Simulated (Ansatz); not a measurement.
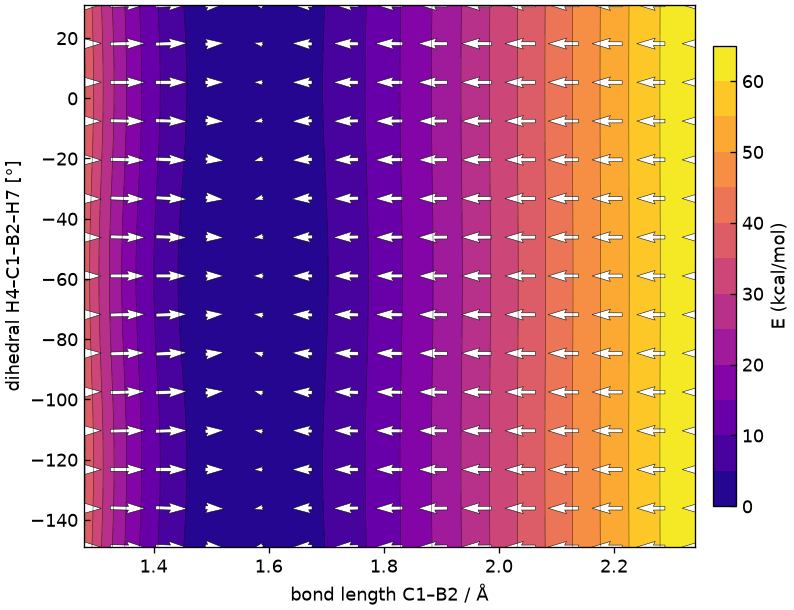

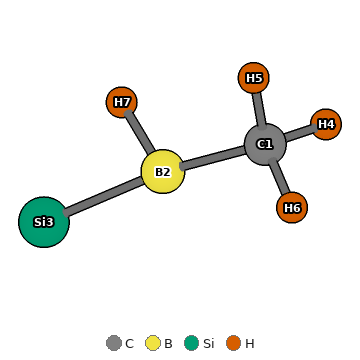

Energy landscape of CH4BSi, spin multiplicity 2. Coordinates scanned: (1) bond length C1–B2; (2) dihedral H4–C1–B2–H7. Nothing is relaxed (all other coordinates rigid). Grid: 15 × 15 points. Energies are in kcal/mol, from the relaxed molecule at the same level. Theory: UHF/def2-TZVP in Ansatz 0.2.0.

Drawn: filled contours, arrows along the force (downhill), their lengths compressed. Between grid points the surface is interpolated. The second picture is the structure at the lowest point.

Where are the wells?

The lowest grid point is at bond length C1–B2 = 1.582 Å, dihedral H4–C1–B2–H7 = −59.0°, 0.14 kcal/mol from the relaxed molecule at the same level. The energy also falls towards the edge at bond length C1–B2 = 1.582 Å, dihedral H4–C1–B2–H7 = −149.0° (0.6 kcal/mol above the lowest) and bond length C1–B2 = 1.582 Å, dihedral H4–C1–B2–H7 = 31.0° (0.6 kcal/mol above the lowest), where a further well may lie outside the range. The highest grid point, bond length C1–B2 = 2.340 Å, dihedral H4–C1–B2–H7 = 5.3°, lies 64.5 kcal/mol above the lowest.

The input of one point:

```yaml
crystal:
  periodic: [false, false, false]
  atoms:
    - { symbol: C, position_ang: [-0.602616, 0.584485, -0.207139] }
    - { symbol: B, position_ang: [0.420809, -0.607224, -0.019644] }
    - { symbol: Si, position_ang: [1.50569, -2.115667, -0.022711] }
    - { symbol: H, position_ang: [-1.226419, 0.690511, 0.676903] }
    - { symbol: H, position_ang: [-0.070862, 1.52442, -0.332191] }
    - { symbol: H, position_ang: [-1.248366, 0.441357, -1.064822] }
    - { symbol: H, position_ang: [1.264667, -0.56813, 0.977626] }
magnetization:
  spin_polarized: true
  initial_magnetization: 1
basis:
  gaussian: { orbitals: def2-TZVP }
hamiltonian:
  xc: hf
output:
  forces: true
```

The whole map (225 points run) took 26 min on 1 thread of Arm Neoverse V2, on a shared host.
